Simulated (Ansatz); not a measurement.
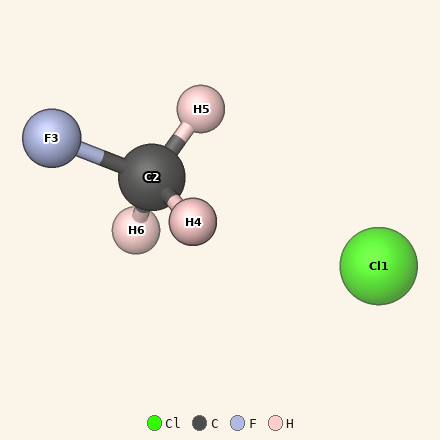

The system is the pair Cl···CH₃F, charge −1; the picture shows the reference structure. 
- The turn is about an axis along (−0.47, −0.88, −0.09) in the frame of the relaxed pair, normal to the line between the partners.
- The first coordinate is: distance C2···Cl1; the second: turn of Cl1 about C2.
- Grid: 15 × 15 points.
- All energies are given in kJ/mol relative to the lowest grid point.
- These are results of Ansatz 0.2.0, RHF-MP2, frozen core/def2-TZVPD, not measurements.

Its coordinates:

```yaml
atoms:
  - { symbol: Cl, position_ang: [0.2212, 0.1537, -2.7274] }
  - { symbol: C, position_ang: [-0.0383, -0.0266, 0.4729] }
  - { symbol: F, position_ang: [-0.1527, -0.1062, 1.8834] }
  - { symbol: H, position_ang: [0.9887, 0.2134, 0.2172] }
  - { symbol: H, position_ang: [-0.7038, 0.7501, 0.1102] }
  - { symbol: H, position_ang: [-0.3149, -0.9843, 0.0439] }
```

Range: distance C2···Cl1 from 2.701 to 4.701 Å; turn of Cl1 about C2 from −90.0 to 90.0°.

Q: Predict the map.

A: The lowest grid point is at distance C2···Cl1 = 3.174 Å, turn of Cl1 about C2 = 0.0°. No other kind of well shows on this grid. The highest grid point, distance C2···Cl1 = 2.701 Å, turn of Cl1 about C2 = −77.1°, lies 97.4 kJ/mol above the lowest. Round the minimum the two coordinates are nearly uncoupled.

| turn of Cl1 about C2 ↓, distance C2···Cl1 → | 2.701 | 2.751 | 2.833 | 2.933 | 3.048 | 3.174 | 3.312 | 3.459 | 3.615 | 3.779 | 3.950 | 4.128 | 4.313 | 4.504 | 4.701 |
| --- | --- | --- | --- | --- | --- | --- | --- | --- | --- | --- | --- | --- | --- | --- | --- |
| 90.0 | 72.0 | 63.3 | 51.8 | 41.6 | 33.8 | 28.6 | 25.6 | 24.4 | 24.4 | 25.2 | 26.4 | 27.9 | 29.4 | 30.9 | 32.2 |
| 77.1 | 73.2 | 63.1 | 49.9 | 38.2 | 29.2 | 23.1 | 19.6 | 18.1 | 18.1 | 19.0 | 20.5 | 22.2 | 24.0 | 25.8 | 27.4 |
| 64.3 | 71.9 | 61.2 | 47.2 | 34.7 | 25.1 | 18.7 | 14.9 | 13.3 | 13.3 | 14.3 | 16.0 | 17.9 | 20.0 | 22.0 | 23.8 |
| 51.4 | 63.8 | 53.7 | 40.5 | 28.8 | 19.9 | 14.0 | 10.7 | 9.5 | 9.7 | 11.0 | 12.8 | 15.0 | 17.1 | 19.3 | 21.3 |
| 38.6 | 50.0 | 41.5 | 30.5 | 20.9 | 13.7 | 9.1 | 6.8 | 6.3 | 7.1 | 8.7 | 10.7 | 13.0 | 15.3 | 17.5 | 19.6 |
| 25.7 | 34.9 | 28.3 | 19.9 | 12.7 | 7.5 | 4.5 | 3.4 | 3.8 | 5.1 | 7.1 | 9.4 | 11.9 | 14.3 | 16.5 | 18.6 |
| 12.9 | 23.4 | 18.3 | 11.8 | 6.5 | 2.9 | 1.2 | 1.1 | 2.1 | 4.0 | 6.3 | 8.8 | 11.3 | 13.7 | 16.0 | 18.2 |
| 0.0 | 19.1 | 14.5 | 8.8 | 4.1 | 1.2 | 0.0 | 0.2 | 1.5 | 3.6 | 6.0 | 8.6 | 11.1 | 13.6 | 15.9 | 18.0 |
| −12.9 | 23.7 | 18.5 | 11.9 | 6.6 | 3.0 | 1.2 | 1.1 | 2.1 | 3.9 | 6.2 | 8.7 | 11.2 | 13.7 | 16.0 | 18.1 |
| −25.7 | 37.1 | 30.0 | 21.0 | 13.3 | 7.8 | 4.6 | 3.3 | 3.5 | 4.8 | 6.8 | 9.1 | 11.5 | 14.0 | 16.3 | 18.4 |
| −38.6 | 57.4 | 47.4 | 34.5 | 23.1 | 14.6 | 9.1 | 6.2 | 5.4 | 6.0 | 7.6 | 9.7 | 12.0 | 14.4 | 16.8 | 19.0 |
| −51.4 | 79.4 | 66.2 | 48.9 | 33.6 | 21.9 | 14.1 | 9.6 | 7.7 | 7.7 | 8.9 | 10.8 | 13.1 | 15.5 | 17.8 | 20.1 |
| −64.3 | 94.8 | 79.5 | 59.4 | 41.7 | 27.9 | 18.7 | 13.2 | 10.7 | 10.3 | 11.3 | 13.1 | 15.3 | 17.7 | 20.0 | 22.1 |
| −77.1 | 97.4 | 82.4 | 62.8 | 45.4 | 32.0 | 23.0 | 17.6 | 15.1 | 14.7 | 15.6 | 17.2 | 19.3 | 21.4 | 23.5 | 25.5 |
| −90.0 | 91.5 | 78.8 | 62.1 | 47.4 | 36.0 | 28.3 | 23.8 | 21.7 | 21.4 | 22.1 | 23.5 | 25.3 | 27.1 | 28.8 | 30.4 |

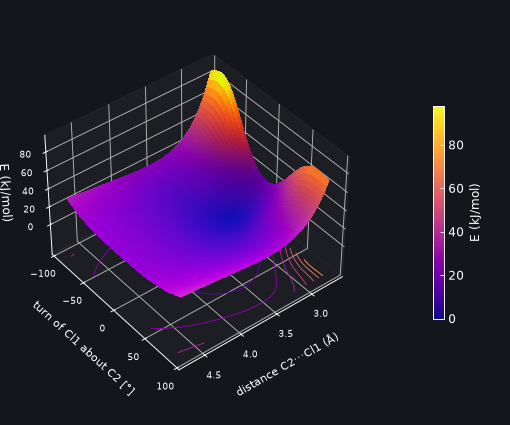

In the figure: a relief with its contours projected below. Between grid points the surface is interpolated.

Each point was launched as `ansatz run input.yaml --threads 1 --pin off --max-ram 2560MiB --backend cpu --events-out ev --progress --plain --runs-dir out`. Time for the 225 points that were run: 24 min on 1 thread of Arm Neoverse V2, with other jobs on the host.
